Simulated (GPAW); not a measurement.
# Si/Ni(100): work function by functional and basis, part 2 of 2

Wanted: work functions and dipole of Si/Ni(100), with the cost of each level.

GPAW 26.7.0; GPAW, PAW setups; slab in vacuum, relaxation (the session's first sound run).

So far, upper work function (eV): step 2 (relaxing the atoms, PBE, GPAW) 4.40; step 3 (the slab's potential, PBE, GPAW) 4.40; step 4 (self-consistent run: xc = "RPBE") 4.32.

**5. Self-consistent run: xc = "revPBE"**

The same geometry under revPBE, to see how far the functional moves the levels against the vacuum.

run.py

```python
import json
import numpy as np
from ase import Atoms
from gpaw import GPAW, PW

slab = Atoms(
    ['Ni', 'Ni', 'Ni', 'Ni', 'Si'],
    positions=[
        [1.24451, 1.24451, 8.00000],
        [0.00000, 0.00000, 9.76000],
        [1.24451, 1.24451, 11.53873],
        [-0.00000, -0.00000, 13.31001],
        [-0.00000, 0.00000, 15.56912]],
    cell=[[2.48902, 0.0, 0.0], [0.0, 2.48902, 0.0], [0.0, 0.0, 23.7475]],
    pbc=[True, True, False],
    magmoms=[0.7, 0.7, 0.7, 0.7, 0.0])

slab.calc = GPAW(mode=PW(400), xc='revPBE', kpts={'size': (13, 13, 1), 'gamma': True},
                 occupations={'name': 'fermi-dirac', 'width': 0.1}, nbands='200%',
                 convergence={'density': 1e-05}, maxiter=200,
                 poissonsolver={'dipolelayer': 'xy'},
                 symmetry={'tolerance': 1e-3}, txt='slab.txt')
result = {}
energy = slab.get_potential_energy()
fermi = slab.calc.get_fermi_level()
v = slab.calc.get_electrostatic_potential().mean((0, 1)) - fermi
n = slab.calc.get_pseudo_density().mean((0, 1))
L = slab.cell[2, 2]
z = np.arange(len(v)) * L / len(v)
low, high = slab.positions[:, 2].min(), slab.positions[:, 2].max()
below, above = np.interp([low - 5.8, high + 5.8], z, v)
slopes = [np.interp(x, z, np.gradient(v, z)) for x in (low - 5.8, high + 5.8)]
eps = np.array([[slab.calc.get_eigenvalues(k, s) for k in range(len(slab.calc.get_ibz_k_points()))]
                for s in range(slab.calc.get_number_of_spins())]) - fermi
top, bottom = eps[eps < 0].max(), eps[eps > 0].min()
dipole = slab.get_dipole_moment()[2]
print(f'energy {energy:.4f} eV, Fermi level {fermi:.4f} eV, dipole {dipole:.5f} e A')
print(f'potential 5.8 A off the faces, from the Fermi level: lower {below:.4f} eV, upper {above:.4f} eV')
print(f'slope of the potential there: lower {slopes[0]:.5f}, upper {slopes[1]:.5f} eV/A')
print(f'nearest levels on the mesh: {top:.4f} and {bottom:.4f} eV')
print('magnetic moment', round(slab.get_magnetic_moment(), 3))
result.update(energy=energy, fermi=fermi, dipole=dipole, below=below, above=above, slopes=slopes, edges=[top, bottom],
              z=z.tolist(), v=v.tolist(), n=n.tolist(), positions=slab.positions.tolist(),
              forces=slab.get_forces(apply_constraint=False).tolist(), moments=slab.get_magnetic_moments().tolist())
json.dump(result, open('result.json', 'w'))
```

Started as:

```console
> OMP_NUM_THREADS=1 OPENBLAS_NUM_THREADS=1 python run.py
```

Output:

```text
energy -31.0790 eV, Fermi level 0.7141 eV, dipole 0.01621 e A
potential 5.8 A off the faces, from the Fermi level: lower 4.7961 eV, upper 4.3222 eV
slope of the potential there: lower -0.00004, upper 0.00007 eV/A
nearest levels on the mesh: -0.0123 and 0.0015 eV
magnetic moment 2.283
```

It took 7.3 min on 1 thread of Arm Neoverse V2, shared host; peak memory 0.36 GiB.

Numbers from this step:

```
dipole along the normal                    : 0.01621 e·Å
levels nearest the Fermi level on the mesh : -0.01226, 0.001504 eV from the Fermi level
lower work function                        : 4.796 eV
site moments                               : 0.7808, 0.6943, 0.6171, 0.3362, -2.44e-4 μB
sum of the site moments                    : 2.428 μB
```

The electrostatic potential energy of an electron (without an applied field's), less the Fermi level, planar mean oscillates, so the rows of the table below give means over windows of 1.8 Å about each position, cut where the curve ends. Its maxima inside the range that stand out by 2 % of the span (Å: eV): 8.9: -2.25, 10.6: -2.21, 12.4: -2.19, 14.4: 0.833. Its minima: 8.0: -15.7, 9.8: -16.0, 11.6: -16.0, 13.4: -15.7, 15.6: -21.2.

Table of electrostatic potential energy of an electron (without an applied field's), less the Fermi level, planar mean by z; means over each step:

```tsv
z (Å)	electrostatic potential energy of an electron (without an applied field's), less the Fermi level, planar mean (eV)
0.90	4.77
2.70	4.80
4.50	4.78
6.30	3.68
8.10	-8.13
9.90	-8.47
11.70	-8.45
13.50	-7.63
15.30	-10.7
17.10	2.16
18.90	4.31
20.70	4.32
22.50	4.32
```

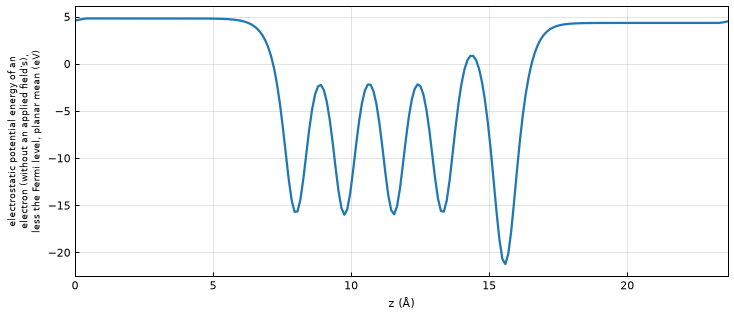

Electrostatic potential energy of an electron (without an applied field's), less the Fermi level, planar mean, plotted against z.

The upper face's work function is 4.322 eV, against 4.399 eV in the first plane-wave PBE run at this geometry.

**6. OptPBE vdW: xc = "optPBE-vdW"**

The same geometry under optPBE-vdW, to see how far the functional moves the levels against the vacuum (the van der Waals functionals take revPBE setups).

Edit run.py of step 5 so:

```diff
@@ -17,3 +17,3 @@
 
-slab.calc = GPAW(mode=PW(400), xc='revPBE', kpts={'size': (13, 13, 1), 'gamma': True},
+slab.calc = GPAW(mode=PW(400), xc='optPBE-vdW', kpts={'size': (13, 13, 1), 'gamma': True},
                  occupations={'name': 'fermi-dirac', 'width': 0.1}, nbands='200%',
```

Output:

```text
energy -78.8916 eV, Fermi level 0.5239 eV, dipole 0.01961 e A
potential 5.8 A off the faces, from the Fermi level: lower 5.1016 eV, upper 4.5288 eV
slope of the potential there: lower -0.00005, upper 0.00013 eV/A
nearest levels on the mesh: -0.0004 and 0.0022 eV
magnetic moment 2.111
```

Wall time 11 min (1 thread); peak memory 0.45 GiB.

This step gave:

```
dipole along the normal                    : 0.01961 e·Å
levels nearest the Fermi level on the mesh : -4.03e-4, 0.002176 eV from the Fermi level
upper work function                        : 4.529 eV
lower work function                        : 5.102 eV
site moments                               : 0.7354, 0.6548, 0.5680, 0.2750, -5.89e-4 μB
sum of the site moments                    : 2.233 μB
```

The upper face's work function is 4.529 eV, against 4.399 eV in the first plane-wave PBE run at this geometry.

**7. Self-consistent run: xc = "LDA"**

The same geometry under LDA, to see how far the functional moves the levels against the vacuum.

Edit run.py of step 6 so:

```diff
@@ -17,3 +17,3 @@
 
-slab.calc = GPAW(mode=PW(400), xc='optPBE-vdW', kpts={'size': (13, 13, 1), 'gamma': True},
+slab.calc = GPAW(mode=PW(400), xc='LDA', kpts={'size': (13, 13, 1), 'gamma': True},
                  occupations={'name': 'fermi-dirac', 'width': 0.1}, nbands='200%',
```

Output:

```text
energy -37.5049 eV, Fermi level 0.2860 eV, dipole 0.02418 e A
potential 5.8 A off the faces, from the Fermi level: lower 5.2916 eV, upper 4.5852 eV
slope of the potential there: lower -0.00002, upper 0.00009 eV/A
nearest levels on the mesh: -0.0003 and 0.0001 eV
magnetic moment 2.121
```

Elapsed: 7.9 min, on 1 thread; peak memory 0.35 GiB.

This step gave:

| Property | Result |
| --- | --- |
| dipole along the normal | 0.02418 e·Å |
| levels nearest the Fermi level on the mesh | -3.09e-4, 8.54e-5 eV from the Fermi level |
| upper work function | 4.585 eV |
| lower work function | 5.292 eV |
| site moments | 0.7387, 0.6495, 0.5599, 0.2663, -0.001059 μB |
| sum of the site moments | 2.213 μB |

The upper face's work function is 4.585 eV, against 4.399 eV in the first plane-wave PBE run at this geometry.

**8. Self-consistent run: xc = "vdW-DF2"**

The same geometry under vdW-DF2, to see how far the functional moves the levels against the vacuum (the van der Waals functionals take revPBE setups).

Edit run.py of step 7 so:

```diff
@@ -17,3 +17,3 @@
 
-slab.calc = GPAW(mode=PW(400), xc='LDA', kpts={'size': (13, 13, 1), 'gamma': True},
+slab.calc = GPAW(mode=PW(400), xc='vdW-DF2', kpts={'size': (13, 13, 1), 'gamma': True},
                  occupations={'name': 'fermi-dirac', 'width': 0.1}, nbands='200%',
```

Output:

```text
energy -270.7751 eV, Fermi level 0.4862 eV, dipole 0.02508 e A
potential 5.8 A off the faces, from the Fermi level: lower 5.2927 eV, upper 4.5609 eV
slope of the potential there: lower -0.00010, upper 0.00023 eV/A
nearest levels on the mesh: -0.0084 and 0.0005 eV
magnetic moment 1.998
```

It took 11 min on 1 thread; peak memory 0.45 GiB.

Numbers from this step:

| Item | Value |
| --- | --- |
| dipole along the normal | 0.02508 e·Å |
| levels nearest the Fermi level on the mesh | -0.008434, 4.72e-4 eV from the Fermi level |
| upper work function | 4.561 eV |
| lower work function | 5.293 eV |
| site moments | 0.7017, 0.6362, 0.5410, 0.2396, -5.08e-4 μB |
| sum of the site moments | 2.118 μB |

The upper face's work function is 4.561 eV, against 4.399 eV in the first plane-wave PBE run at this geometry.

**9. Real-space grid: mode = "fd"**

A real-space grid is a second complete basis, so it checks the plane-wave result.

Edit run.py of step 8 so:

```diff
@@ -3,3 +3,3 @@
 from ase import Atoms
-from gpaw import GPAW, PW
+from gpaw import GPAW
 
@@ -17,3 +17,3 @@
 
-slab.calc = GPAW(mode=PW(400), xc='vdW-DF2', kpts={'size': (13, 13, 1), 'gamma': True},
+slab.calc = GPAW(mode='fd', h=0.18, xc='PBE', kpts={'size': (13, 13, 1), 'gamma': True},
                  occupations={'name': 'fermi-dirac', 'width': 0.1}, nbands='200%',
```

Output:

```text
energy -33.1542 eV, Fermi level -4.6689 eV, dipole 0.01847 e A
potential 5.8 A off the faces, from the Fermi level: lower 4.9386 eV, upper 4.3991 eV
slope of the potential there: lower -0.00003, upper 0.00002 eV/A
nearest levels on the mesh: -0.0129 and 0.0018 eV
magnetic moment 2.26
```

Run time: 34 min. Hardware: 1 thread; peak memory 1.5 GiB.

This step gave:

```yaml
dipole_along_the_normal: 0.01847 e·Å
levels_nearest_the_fermi_level_on_the_mesh: -0.01286, 0.001793 eV from the Fermi level
upper_work_function: 4.399 eV
lower_work_function: 4.939 eV
site_moments: 0.7747, 0.6876, 0.6086, 0.3255, -3.08e-4 μB
sum_of_the_site_moments: 2.396 μB
```

The electrostatic potential energy of an electron (without an applied field's), less the Fermi level, planar mean oscillates, so the rows of the table below give means over windows of 1.8 Å about each position, cut where the curve ends. Its maxima inside the range that stand out by 2 % of the span (Å: eV): 8.9: -2.12, 10.6: -2.05, 12.4: -2.06, 14.4: 0.951. Its minima: 8.0: -15.7, 9.7: -15.8, 11.5: -15.8, 13.3: -15.7, 15.6: -21.2.

Electrostatic potential energy of an electron (without an applied field's), less the Fermi level, planar mean against z; means over each step:

```tsv
z (Å)	electrostatic potential energy of an electron (without an applied field's), less the Fermi level, planar mean (eV)
0.90	4.93
2.70	4.94
4.50	4.93
6.30	3.82
8.10	-8.02
9.90	-8.35
11.70	-8.33
13.50	-7.53
15.30	-10.7
17.10	2.23
18.90	4.39
20.70	4.40
22.50	4.40
```

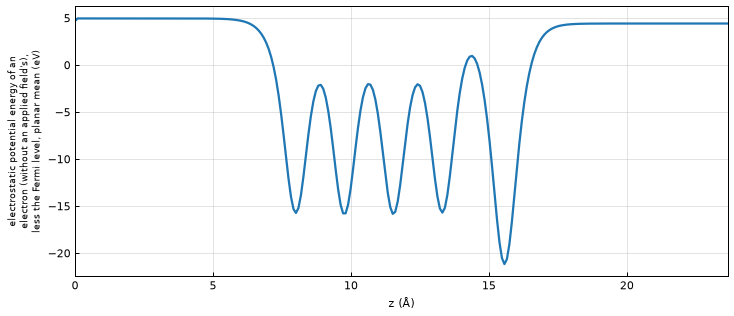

Electrostatic potential energy of an electron (without an applied field's), less the Fermi level, planar mean, plotted against z.

The upper face's work function is 4.399 eV, against 4.399 eV in the first plane-wave PBE run at this geometry.

**10. Atomic orbitals: mode = "lcao"**

Atom-centred orbitals end a few angstrom from the surface, which tests how much the density's tail matters.

Edit run.py of step 9 so:

```diff
@@ -17,4 +17,4 @@
 
-slab.calc = GPAW(mode='fd', h=0.18, xc='PBE', kpts={'size': (13, 13, 1), 'gamma': True},
-                 occupations={'name': 'fermi-dirac', 'width': 0.1}, nbands='200%',
+slab.calc = GPAW(mode='lcao', basis='dzp', h=0.18, xc='PBE', kpts={'size': (13, 13, 1), 'gamma': True},
+                 occupations={'name': 'fermi-dirac', 'width': 0.1}, nbands='120%',
                  convergence={'density': 1e-05}, maxiter=200,
```

Output:

```text
energy -31.1869 eV, Fermi level -4.6260 eV, dipole 0.01959 e A
potential 5.8 A off the faces, from the Fermi level: lower 4.9121 eV, upper 4.3399 eV
slope of the potential there: lower -0.00000, upper -0.00000 eV/A
nearest levels on the mesh: -0.0051 and 0.0031 eV
magnetic moment 2.236
```

The job ended after 42 min (1 thread; peak memory 0.33 GiB).

Numbers from this step:

| Quantity | Value |
| --- | --- |
| dipole along the normal | 0.01959 e·Å |
| levels nearest the Fermi level on the mesh | -0.005073, 0.003145 eV from the Fermi level |
| upper work function | 4.340 eV |
| lower work function | 4.912 eV |
| site moments | 0.7690, 0.6763, 0.5997, 0.3183, -7.79e-4 μB |
| sum of the site moments | 2.363 μB |

The electrostatic potential energy of an electron (without an applied field's), less the Fermi level, planar mean oscillates, so the rows of the table below give means over windows of 1.8 Å about each position, cut where the curve ends. Its maxima inside the range that stand out by 2 % of the span (Å: eV): 8.9: -2.17, 10.6: -2.07, 12.4: -2.08, 14.4: 0.852. Its minima: 8.0: -15.8, 9.7: -15.8, 11.5: -15.8, 13.3: -15.7, 15.6: -21.3.

The electrostatic potential energy of an electron (without an applied field's), less the Fermi level, planar mean by z; means over each step:

```tsv
z (Å)	electrostatic potential energy of an electron (without an applied field's), less the Fermi level, planar mean (eV)
0.90	4.90
2.70	4.91
4.50	4.90
6.30	3.79
8.10	-8.05
9.90	-8.36
11.70	-8.34
13.50	-7.55
15.30	-10.8
17.10	2.23
18.90	4.33
20.70	4.34
22.50	4.34
```

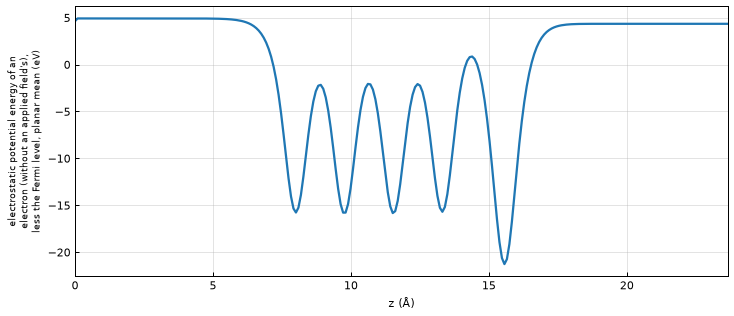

Electrostatic potential energy of an electron (without an applied field's), less the Fermi level, planar mean, plotted against z.

The upper face's work function is 4.340 eV, against 4.399 eV in the first plane-wave PBE run at this geometry.

**11. Cost and result by level**

Times are for 1 thread of Arm Neoverse V2, shared host. Results by setting:

```tsv
no.	run	upper work function (eV)	lower work function (eV)	time	memory (GiB)
1	pw	4.399	4.940	8.6 min	0.36
2	RPBE	4.322	4.773	8.5 min	0.35
3	revPBE	4.322	4.796	7.3 min	0.36
4	optPBE vdW	4.529	5.102	11 min	0.45
5	LDA	4.585	5.292	7.9 min	0.35
6	vdW DF2	4.561	5.293	11 min	0.45
7	fd	4.399	4.939	34 min	1.5
8	lcao	4.340	4.912	42 min	0.33
```

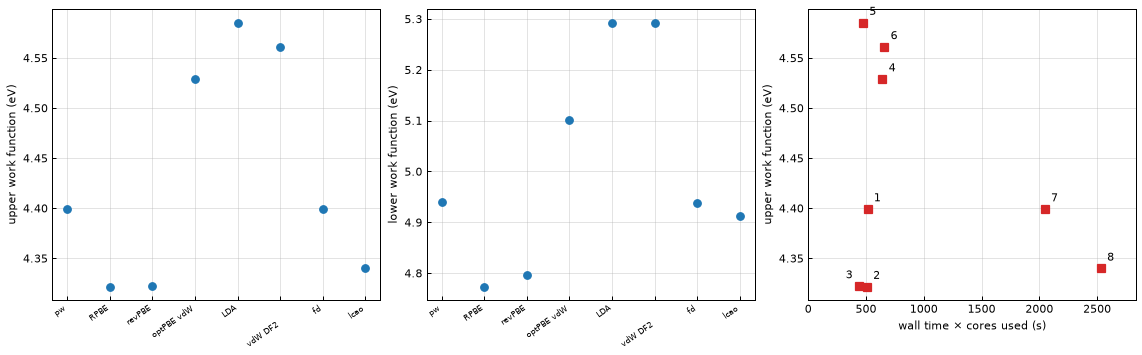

The series as plots; the last panel sets the first result against cost, with the runs numbered as in the table.

**12. Side by side**

Results and costs are gathered.

This step: comparison of work functions, dipole and cost (GPAW 26.7.0).

Ladder, by row:

```tsv
step	code	work function, upper (eV)	work function, lower (eV)	dipole (e Å)	wall time (s)	peak memory (GiB)	threads
pw	GPAW	4.399	4.94	0.01851	513.8	0.36	1
RPBE	GPAW	4.322	4.773	0.01545	507.8	0.35	1
revPBE	GPAW	4.322	4.796	0.01621	438.7	0.36	1
optPBE-vdW	GPAW	4.529	5.102	0.01961	642.3	0.45	1
LDA	GPAW	4.585	5.292	0.02418	474.5	0.35	1
vdW-DF2	GPAW	4.561	5.293	0.02508	658.4	0.45	1
fd	GPAW	4.399	4.939	0.01847	2047	1.51	1
lcao	GPAW	4.34	4.912	0.01959	2533	0.33	1
```

**13. A changed run**

One more run, with changed settings.

This step: GPAW, PAW setups; slab in vacuum (GPAW 26.7.0).

Edit run.py of step 10 so:

```diff
@@ -3,3 +3,3 @@
 from ase import Atoms
-from gpaw import GPAW
+from gpaw import GPAW, PW
 
@@ -14,8 +14,8 @@
     cell=[[2.48902, 0.0, 0.0], [0.0, 2.48902, 0.0], [0.0, 0.0, 23.7475]],
-    pbc=[True, True, False],
+    pbc=[True, True, True],
     magmoms=[0.7, 0.7, 0.7, 0.7, 0.0])
 
-slab.calc = GPAW(mode='lcao', basis='dzp', h=0.18, xc='PBE', kpts={'size': (13, 13, 1), 'gamma': True},
-                 occupations={'name': 'fermi-dirac', 'width': 0.1}, nbands='120%',
-                 convergence={'density': 1e-05}, maxiter=200,
+slab.calc = GPAW(mode=PW(400), xc='PBE', kpts={'size': (13, 13, 1), 'gamma': True},
+                 occupations={'name': 'fermi-dirac', 'width': 0.1}, nbands='200%',
+                 convergence={'density': 1e-05}, maxiter=75,
                  poissonsolver={'dipolelayer': 'xy'},
```

Output:

```text
AssertionError
```

It took 0.76 s on 1 thread; peak memory 0.14 GiB.

The program refused the input before any cycle.

The fault put into the input: a dipole layer in a cell that repeats along the normal (pbc_z = true).

**14. What came out**

| Property | Result |
| --- | --- |
| work function, upper and lower face | 4.399 and 4.940 eV |
| dipole along the normal | 0.0185 e Å |

What this shows: With plane waves and PBE the work function is 4.40 eV on the upper face and 4.94 eV on the lower. The two faces differ by 0.54 eV, the step that the slab's dipole makes (e p/(ε0 A) gives 0.54 eV), so the dipole layer is needed. Over the sound runs of the table the upper face's work function spans 4.322 (RPBE) to 4.585 eV (LDA). The cell of 6.20 Å² holds one Si, started on one chosen site; other sites and coverages weren't tried. One magnetic start was tried; another order may lie lower. The in-plane lattice was kept as typed, which isn't the functional's own and leaves some strain; spin-orbit coupling and temperature are left out.

[Logs are printed without paths, hosts, clocks, repeated set-up lines and the standing remarks that a program may print on its own settings, such as how far it seeks lower states.]

[Hosts, paths, dates, database ids (printed as entryN), source tags and the programs' standing remarks are cut or masked in the printed files.]
